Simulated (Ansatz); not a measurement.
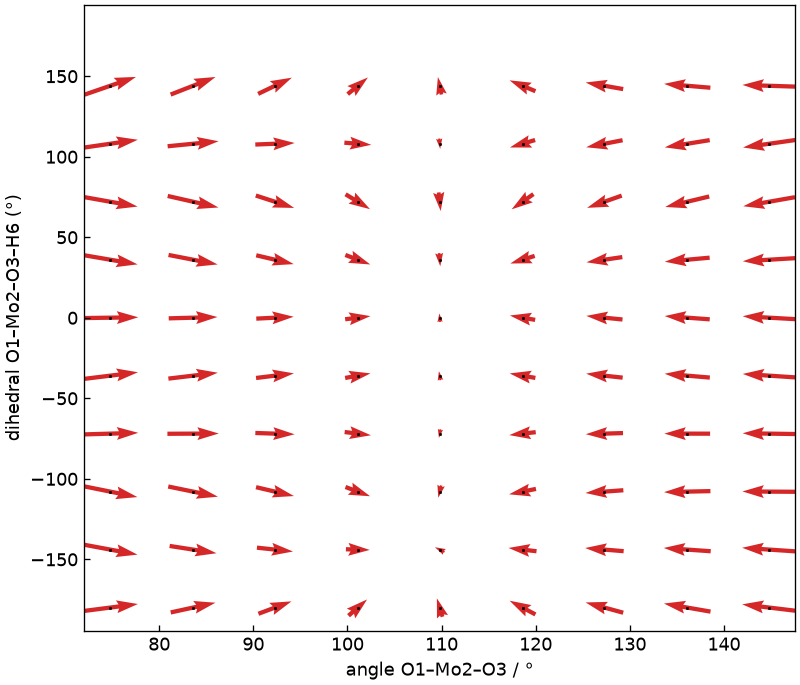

FHMoO₂Se, SMILES [O]=[Mo]([OH])([F])=[Se]. The first coordinate is: angle O1–Mo2–O3; the second: dihedral O1–Mo2–O3–H6. Nothing is relaxed (all other coordinates rigid). The scan uses a 9 × 10 grid. Points are written as (first, second). Theory: RKS PBE0-D4/def2-TZVP (Ansatz).

In the figure: dots at the grid points, arrows along the force (downhill), their lengths compressed.

> The arrows alone are given. Where are the wells?

The arrows converge at about (108°, −140°); about (110°, 15°) (3.7 kJ/mol up) (read from the interpolated surface).

The energy map of the same scan:

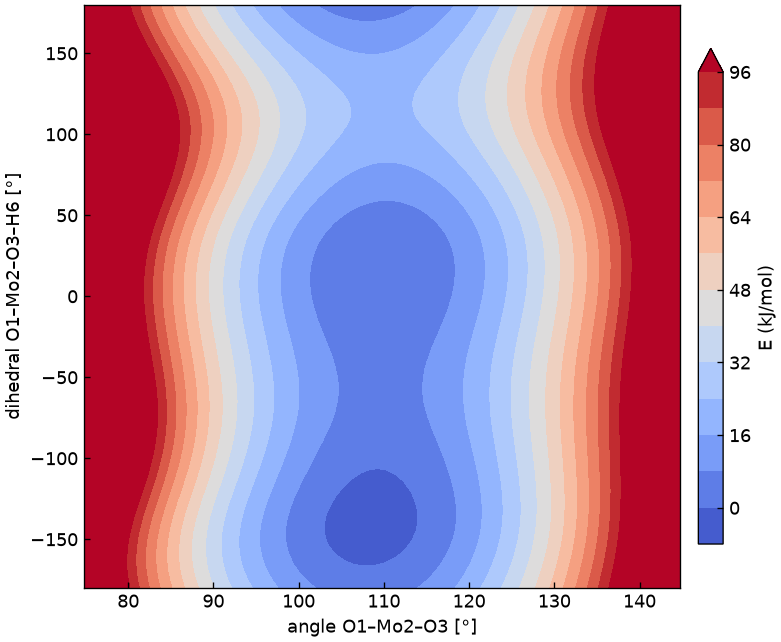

Energies are in kJ/mol, from the relaxed molecule at the same level; between grid points the surface is interpolated.
